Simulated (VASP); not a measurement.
Energy against volume of LiH (rock salt). Calculation: PBE GGA, VASP's PBE PAW potentials (set 64) (plane waves; VASP).

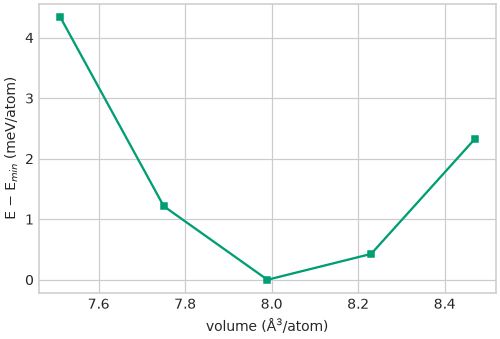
Figure: Energy against volume

Task: Estimate the equilibrium volume and the bulk modulus.

Result: The minimum lies near 8.0 Å³/atom, and the curvature gives B0 of about 36 GPa.

The compound is LiH in the rock salt structure. It was relaxed first, which changed the volume by -5 %.
